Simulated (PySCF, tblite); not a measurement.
# C₁₀H₈: vibronic structure

Aim: compute the vibronic structure of C₁₀H₈ (`C#CC1=CC=CC=CC1=C`).

Programs: tblite 0.8.0 and PySCF 2.14.0, with routines of our own; each step states its level. All values are computed. Atoms count from 0.

## (1) The starting structure

18 atoms, charge 0, multiplicity 1; geometry from: force field or distance geometry start.

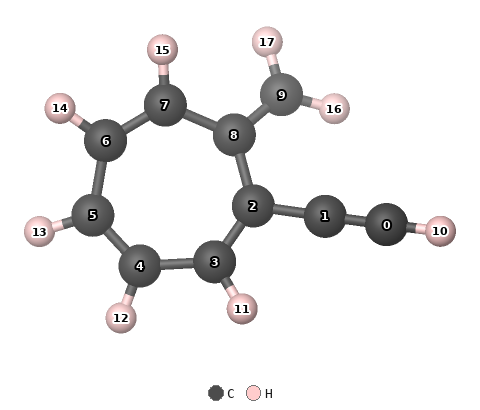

The starting geometry (carbon dark grey, hydrogen pink).

## (2) Relaxing the molecule with GFN2-xTB

The job: settings as JSON, then the geometry in Å.

```
{"job": {"kind": "relax", "xc": "GFN2-xTB", "basis": "xTB"}, "charge": 0, "multiplicity": 1}
C      3.450500    -0.390400     0.286400
C      2.240400    -0.377300     0.126700
C      0.821000    -0.357400    -0.028000
C      0.261300    -1.526000    -0.284400
C     -1.160700    -1.794000    -0.478200
C     -2.226200    -1.007800    -0.239600
C     -2.210600     0.352100     0.321800
C     -1.184600     1.212700     0.482100
C      0.214300     0.965300     0.097700
C      0.959700     2.004400    -0.139300
H      4.510900    -0.384200     0.404900
H      0.952200    -2.368900    -0.316800
H     -1.365000    -2.767900    -0.894800
H     -3.202500    -1.433700    -0.487100
H     -3.171100     0.736300     0.677700
H     -1.405000     2.170700     0.932900
H      1.999500     1.988400    -0.426900
H      0.507200     2.984000    -0.046600
```

On the command line:

```console
> OMP_NUM_THREADS=1 python excited_run.py task.json out
```

One launch serves the whole session: the jobs run in the order shown.

The log of the run:

```text
step      E/eV     max force
  0    -689.10380    2.854
  1    -689.14390    4.229
  2    -689.22847    2.568
  3    -689.27975    1.685
  4    -689.31725    0.381
  5    -689.34210    0.348
  6    -689.36059    0.471
  7    -689.36572    0.174
  8    -689.36936    0.127
  9    -689.37238    0.250
 10    -689.37471    0.200
 11    -689.37574    0.076
 12    -689.37640    0.093
 13    -689.37710    0.133
 14    -689.37780    0.104
 15    -689.37824    0.037
 16    -689.37852    0.043
 17    -689.37878    0.069
 18    -689.37907    0.070
 19    -689.37928    0.037
 20    -689.37941    0.025
 21    -689.37952    0.040
 22    -689.37967    0.048
 23    -689.37985    0.041
 24    -689.38002    0.030
 25    -689.38014    0.027
 26    -689.38024    0.033
 27    -689.38034    0.027
 28    -689.38044    0.023
 29    -689.38054    0.024
 30    -689.38063    0.029
 31    -689.38074    0.031
 32    -689.38083    0.023
 33    -689.38090    0.020
 34    -689.38095    0.020
 35    -689.38101    0.021
 36    -689.38109    0.020
 37    -689.38116    0.022
 38    -689.38122    0.022
 39    -689.38127    0.017
 40    -689.38132    0.018
 41    -689.38138    0.017
 42    -689.38142    0.016
 43    -689.38146    0.016
 44    -689.38150    0.016
 45    -689.38154    0.013
 46    -689.38156    0.008
```

It took 0.2 s on 1 thread of AMD EPYC 9R45, shared host.

Along the way: (not every step is listed)

| step | energy from step 0 (eV) | largest force (eV/Å) |
| --- | --- | --- |
| 0 | 0.0000 | 2.8536 |
| 1 | -0.0401 | 4.2286 |
| 2 | -0.1247 | 2.5682 |
| 3 | -0.1760 | 1.6855 |
| 4 | -0.2134 | 0.3809 |
| 5 | -0.2383 | 0.3485 |
| 6 | -0.2568 | 0.4715 |
| 7 | -0.2619 | 0.1739 |
| 8 | -0.2656 | 0.1268 |
| 11 | -0.2719 | 0.0763 |
| 14 | -0.2740 | 0.1039 |
| 17 | -0.2750 | 0.0690 |
| 20 | -0.2756 | 0.0253 |
| 23 | -0.2761 | 0.0408 |
| 26 | -0.2764 | 0.0329 |
| 29 | -0.2767 | 0.0242 |
| 32 | -0.2770 | 0.0226 |
| 35 | -0.2772 | 0.0208 |
| 38 | -0.2774 | 0.0224 |
| 41 | -0.2776 | 0.0167 |
| 42 | -0.2776 | 0.0164 |
| 43 | -0.2777 | 0.0159 |
| 44 | -0.2777 | 0.0164 |
| 45 | -0.2777 | 0.0127 |
| 46 | -0.2778 | 0.0081 |

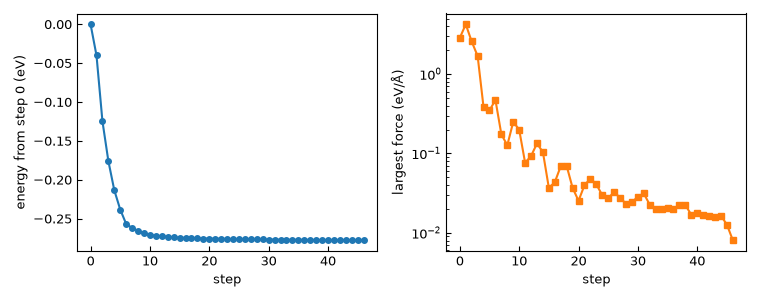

Energy and largest force along the relaxation.

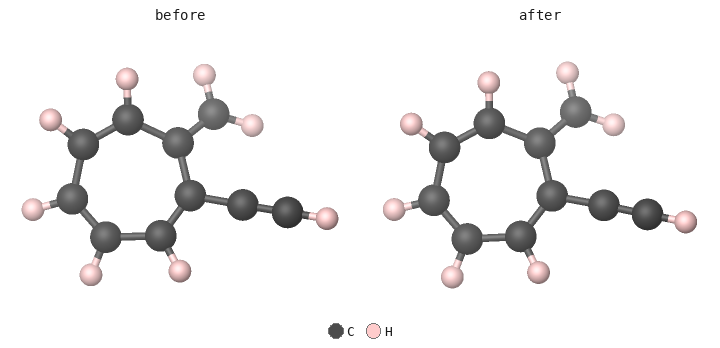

Before and after, at one scale.

Distances of close pairs at the start and the end, largest changes first:

| bond | before (Å) | after (Å) | change (Å) |
| --- | --- | --- | --- |
| C8–C9 | 1.301 | 1.341 | +0.040 |
| C5–C6 | 1.471 | 1.433 | -0.038 |
| C2–C3 | 1.321 | 1.356 | +0.035 |
| C3–C4 | 1.460 | 1.428 | -0.032 |
| C0–C1 | 1.221 | 1.202 | -0.019 |
| C0–H10 | 1.067 | 1.049 | -0.018 |
| C7–C8 | 1.472 | 1.454 | -0.017 |
| C1–C2 | 1.428 | 1.417 | -0.011 |

The final coordinates are the input of the step that follows.

## (3) Infrared spectrum with GFN2-xTB

The job: settings as JSON, then the geometry in Å.

```
{"job": {"kind": "ir", "xc": "GFN2-xTB", "basis": "xTB"}, "charge": 0, "multiplicity": 1}
C      3.426296    -0.425813     0.317762
C      2.237582    -0.361693     0.153107
C      0.833828    -0.323924    -0.036533
C      0.229744    -1.511677    -0.289379
C     -1.151848    -1.798149    -0.507922
C     -2.212819    -1.012004    -0.229309
C     -2.195999     0.301562     0.343649
C     -1.163139     1.152297     0.468613
C      0.223613     1.010161     0.053608
C      0.964183     2.107866    -0.156708
H      4.465068    -0.469281     0.457954
H      0.887508    -2.371198    -0.360649
H     -1.351947    -2.790192    -0.894295
H     -3.199648    -1.417940    -0.414365
H     -3.162550     0.652388     0.686376
H     -1.376362     2.120384     0.907995
H      1.997147     2.050688    -0.449836
H      0.540584     3.092843    -0.061723
```

The log of the run:

```text
mode    cm-1     km/mol
  1      35.4      0.24
  2     120.0      0.22
  3     139.4      0.12
  4     236.8      0.54
  5     280.9      0.59
  6     326.7      0.25
  7     353.4      1.07
  8     405.4      0.78
  9     414.9      2.92
 10     484.3      2.03
 11     522.3      0.13
 12     580.6      1.44
 13     635.7      4.69
 14     659.6     14.87
 15     661.3     14.45
 16     711.0      1.24
 17     734.7      1.16
 18     755.2     25.91
 19     828.4      3.97
 20     849.7     18.97
 21     854.7      3.38
 22     889.8      1.81
 23     927.5      0.71
 24     927.9      0.27
 25     934.9      0.43
 26     995.1      1.35
 27    1077.5      1.88
 28    1146.7      1.39
 29    1243.3      0.24
 30    1267.3      0.34
 31    1290.2      0.08
 32    1355.2      2.30
 33    1364.6      0.43
 34    1411.3      1.64
 35    1430.0      1.97
 36    1556.7     23.91
 37    1604.7      6.84
 38    1622.7     19.75
 39    1653.4      6.08
 40    2239.1      2.28
 41    3031.9      7.02
 42    3037.2     13.55
 43    3043.5      8.09
 44    3049.1     95.41
 45    3061.9     73.39
 46    3113.2     19.70
 47    3145.3     26.11
 48    3393.8      4.24
```

It took 0.44 s on 1 thread of AMD EPYC 9R45, shared host.

Which atoms move in the most intense modes:

| cm⁻¹ | km/mol | atoms |
| --- | --- | --- |
| 755 | 25.9 | H13 20 %, H12 14 %, H14 13 %, C8 10 % |
| 850 | 19.0 | H17 34 %, H16 27 %, C9 19 % |
| 1557 | 23.9 | C3 26 %, C4 22 %, C2 19 %, C5 18 % |
| 1623 | 19.8 | C8 38 %, C9 34 % |
| 3049 | 95.4 | H12 33 %, H14 29 %, H15 13 %, H11 11 % |
| 3062 | 73.4 | H13 48 %, H12 30 % |
| 3113 | 19.7 | H17 73 %, H16 22 % |
| 3145 | 26.1 | H16 71 %, H17 20 % |

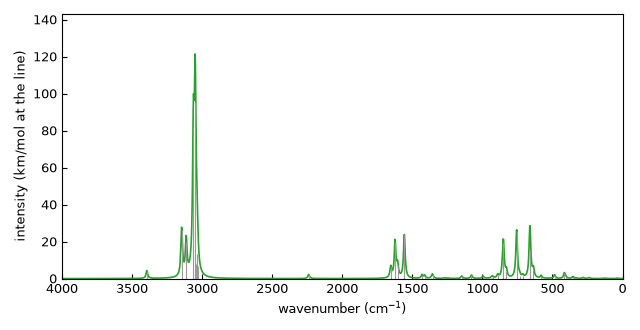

The infrared spectrum from these modes, unscaled. Lines are broadened to a width of 14 cm⁻¹ (Lorentzian).

## (4) Vibronic structure: TDA PBE0/def2-SV(P)

The job, as its differences from that of step 3:

```diff
@@ -1,2 +1,2 @@
-{"job": {"kind": "ir", "xc": "GFN2-xTB", "basis": "xTB"}, "charge": 0, "multiplicity": 1}
+{"job": {"kind": "vib", "xc": "PBE0", "basis": "def2-SV(P)", "tda": true}, "charge": 0, "multiplicity": 1}
 C      3.426296    -0.425813     0.317762
```

With the program's defaults for keys left out, this is: TDA PBE0/def2-SV(P) vertical-gradient vibronic structure (displaced harmonic oscillators, Condon), gas phase.

The log of the run:

```text
final grid: 71576 points
cycle   1  E = -384.9288819177  dE =  1.714e+00  |g| = 4.061e-01  |ddm| = 5.281e+00
cycle   2  E = -384.9375012318  dE = -8.619e-03  |g| = 3.757e-01  |ddm| = 1.086e+00
cycle   3  E = -384.9736621311  dE = -3.616e-02  |g| = 1.066e-01  |ddm| = 5.314e-01
cycle   4  E = -384.9764578266  dE = -2.796e-03  |g| = 4.229e-02  |ddm| = 1.796e-01
cycle   5  E = -384.9769027371  dE = -4.449e-04  |g| = 1.655e-02  |ddm| = 5.977e-02
cycle   6  E = -384.9769720776  dE = -6.934e-05  |g| = 4.143e-03  |ddm| = 1.900e-02
cycle   7  E = -384.9769761441  dE = -4.067e-06  |g| = 1.432e-03  |ddm| = 5.445e-03
cycle   8  E = -384.9769766770  dE = -5.329e-07  |g| = 4.486e-04  |ddm| = 2.285e-03
cycle   9  E = -384.9769767328  dE = -5.577e-08  |g| = 1.891e-04  |ddm| = 7.975e-04
cycle  10  E = -384.9769767435  dE = -1.070e-08  |g| = 5.863e-05  |ddm| = 3.024e-04
cycle  11  E = -384.9769767444  dE = -8.906e-10  |g| = 2.136e-05  |ddm| = 8.814e-05
converged SCF energy = -384.9769767444

Singlet excitations (eV, f): 2.785 (0.0568)  4.413 (0.0688)  4.730 (0.0038)  5.300 (0.4385)  5.827 (0.0925)  5.952 (0.1500)

State S1  2.7846 eV  f = 0.05679  H->L 0.95
  relaxed dipole 2.085 D, largest gradient of the excitation energy 0.0709 Eh/bohr
  mode    cm-1        S   lambda/meV  Raman
   36   1556.7    1.3843     267.2   1.000
    2    120.0    7.3403     109.2   0.032
   38   1622.7    0.4652      93.6   0.365
    5    280.9    1.8201      63.4   0.043
   39   1653.4    0.3050      62.5   0.249
   22    889.8    0.2082      23.0   0.049
   37   1604.7    0.1106      22.0   0.085
    3    139.4    1.0002      17.3   0.006
   14    659.6    0.1183       9.7   0.015
   17    734.7    0.0940       8.6   0.015
   32   1355.2    0.0434       7.3   0.024
   10    484.3    0.1209       7.3   0.008
  reorganisation energy 0.7306 eV, total S 13.572, 0-0 2.0540 eV

State S4  5.3005 eV  f = 0.43854  H-1->L 0.34, H->L+1 0.20, H-3->L 0.18
  relaxed dipole 1.993 D, largest gradient of the excitation energy 0.0713 Eh/bohr
  mode    cm-1        S   lambda/meV  Raman
   40   2239.1    0.1687      46.8   1.000
   36   1556.7    0.2257      43.6   0.647
   38   1622.7    0.1865      37.5   0.581
    2    120.0    1.2711      18.9   0.022
   37   1604.7    0.0834      16.6   0.254
    4    236.8    0.5220      15.3   0.035
   33   1364.6    0.0768      13.0   0.169
    6    326.7    0.2796      11.3   0.035
   17    734.7    0.1083       9.9   0.069
   34   1411.3    0.0274       4.8   0.064
    5    280.9    0.1370       4.8   0.013
    8    405.4    0.0929       4.7   0.018
  reorganisation energy 0.2627 eV, total S 3.577, 0-0 5.0377 eV
  absorption maximum 5.104 eV, width 0.420 eV

State S6  5.9519 eV  f = 0.15004  H->L+3 0.46, H-3->L 0.30
  relaxed dipole 3.055 D, largest gradient of the excitation energy 0.0776 Eh/bohr
  mode    cm-1        S   lambda/meV  Raman
   36   1556.7    0.3645      70.4   0.829
    3    139.4    4.0016      69.1   0.073
   40   2239.1    0.2126      59.0   1.000
    9    414.9    0.9101      46.8   0.147
    5    280.9    1.1392      39.7   0.084
   38   1622.7    0.1247      25.1   0.308
    4    236.8    0.5823      17.1   0.031
   37   1604.7    0.0361       7.2   0.087
   10    484.3    0.1069       6.4   0.024
   17    734.7    0.0647       5.9   0.033
   22    889.8    0.0531       5.9   0.039
   25    934.9    0.0475       5.5   0.039
  reorganisation energy 0.3990 eV, total S 8.064, 0-0 5.5529 eV
  absorption maximum 5.859 eV, width 0.536 eV

State T1  1.7263 eV  f = 0.00000  H->L 0.95
  relaxed dipole 0.921 D, largest gradient of the excitation energy 0.0950 Eh/bohr
  mode    cm-1        S   lambda/meV  Raman
   36   1556.7    2.1424     413.5   1.000
    5    280.9    2.6252      91.4   0.040
    2    120.0    5.2718      78.4   0.015
   38   1622.7    0.1778      35.8   0.090
   22    889.8    0.2310      25.5   0.035
   37   1604.7    0.0604      12.0   0.030
   39   1653.4    0.0439       9.0   0.023
    6    326.7    0.2175       8.8   0.004
   40   2239.1    0.0147       4.1   0.014
   14    659.6    0.0479       3.9   0.004
    3    139.4    0.2190       3.8   0.001
   32   1355.2    0.0202       3.4   0.007
  reorganisation energy 0.7205 eV, total S 11.423, 0-0 1.0058 eV
```

Wall time 18 s (1 thread of AMD EPYC 9R45, shared host); peak memory 0.86 GiB.

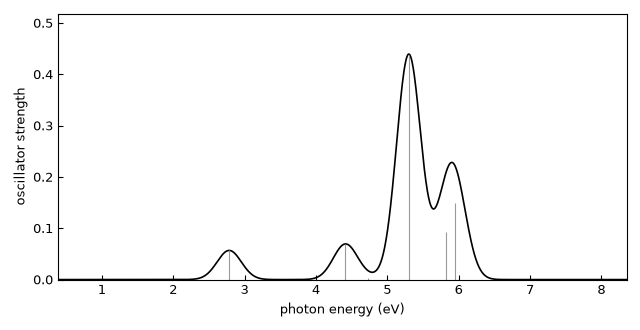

Absorption lines of the singlets. Lines are broadened to a width of 0.40 eV (Gaussian).

## (5) Results

| quantity | value |
| --- | --- |
| strongest single infrared mode (GFN2-xTB) | 3049 cm⁻¹, 95 km/mol |
| zero-point energy (GFN2-xTB) | 86.4 kcal/mol |
| S1: vertical, reorganisation, 0-0, total S (step 4, TDA PBE0/def2-SV(P), modes from GFN2-xTB) | 2.78, 0.73, 2.05 eV; 13.6 |
| S4: vertical, reorganisation, 0-0, total S (step 4, TDA PBE0/def2-SV(P), modes from GFN2-xTB) | 5.30, 0.26, 5.04 eV; 3.6 |
| S6: vertical, reorganisation, 0-0, total S (step 4, TDA PBE0/def2-SV(P), modes from GFN2-xTB) | 5.95, 0.40, 5.55 eV; 8.1 |

What this shows: All 48 modes are real, so the xTB geometry is a minimum. The strongest single mode, at 3049 cm⁻¹, is carried by H12, H14, H15, H11. GFN2-xTB is a fitted tight-binding method: band positions and strengths are rough. Its intensities can rank the bands wrongly. In step 4 the harmonic model is doubtful. The vibronic model keeps the ground-state modes (from xTB) and shifts them along the gradient alone, so it can miss much of the relaxation that a full optimisation finds.
